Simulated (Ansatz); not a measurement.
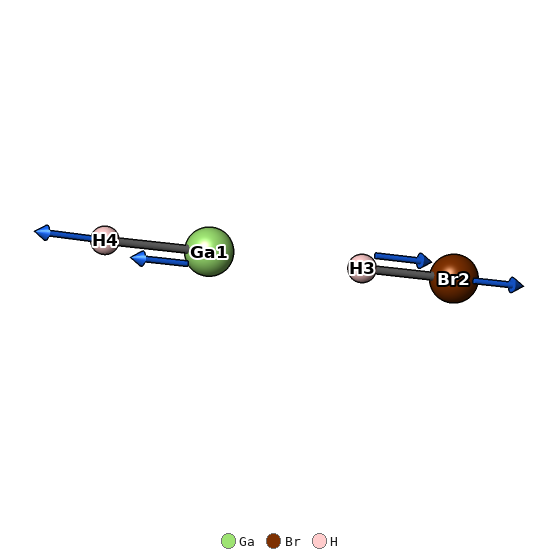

The arrows show one normal mode. Harmonic vibrations computed with RKS PBE0-D4/def2-TZVP (Ansatz 0.2.0) at a stationary point of the same level.

Question: Describe the motion.

Answer: Mostly bending of the linear chain.

Question: Estimate its harmonic wavenumber.

Answer: 71 cm⁻¹; it is mode 1 of 7 counted from the lowest.
